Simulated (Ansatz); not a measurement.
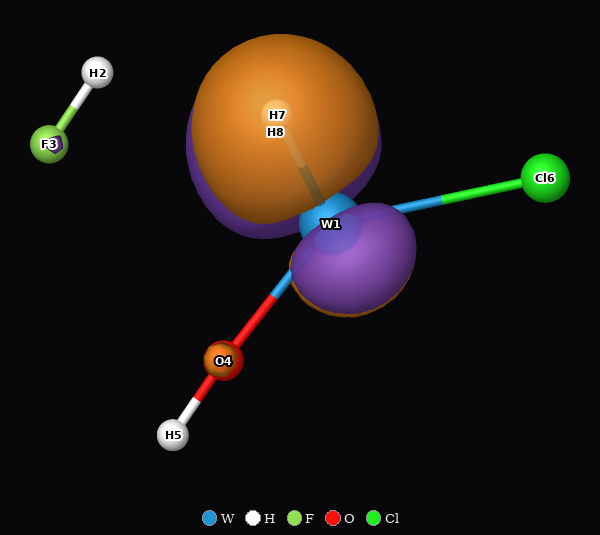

Figure 1: ClH₃OW···HF. The HOMO−1 at ±0.15 Å⁻³ᐟ² (orange and purple are the two phases), seen across its widest extent.

Core potentials replace the inner electrons of W.

Computed with Ansatz 0.2.0, RHF/def2-SVP.

The calculation's input:

```
crystal:
  periodic: [false, false, false]
  atoms:
    - { symbol: W, position_ang: [0.0, 0.0, 0.0] }
    - { symbol: H, position_ang: [0.8322, 0.0, 1.7303] }
    - { symbol: F, position_ang: [1.8273, 0.0, 0.9293] }
    - { symbol: O, position_ang: [0.0, 1.94, 0.0] }
    - { symbol: H, position_ang: [-0.6343, 2.2771, -0.71] }
    - { symbol: Cl, position_ang: [-2.39, 0.0, 0.0] }
    - { symbol: H, position_ang: [0.0, -1.72, 0.0] }
    - { symbol: H, position_ang: [0.0, 0.0, -1.72] }
basis:
  gaussian: { orbitals: def2-SVP }
hamiltonian:
  xc: hf
relax:
  f_tol: 0.15
  max_steps: 25
  restrain:
    - { distance: [1, 2], at: 0.92, k: 30.0 }
    - { distance: [0, 1], at: 2.92, k: 30.0 }
    - { distance: [0, 2], at: 3.05, k: 30.0 }
output:
  orbitals: {}
```

Command:

```sh
ansatz run input.yaml --threads 1 --pin off --max-ram 2048MiB --backend cpu --events-out ev --progress --plain --runs-dir out
```

The fields are those of the run's last geometry, not of the input's.

### Describe this orbital and give its energy.

It lies mainly on W1 (about 45 %), H8 (about 25 %) and H7 (about 25 %). Its energy is −12.27 eV.
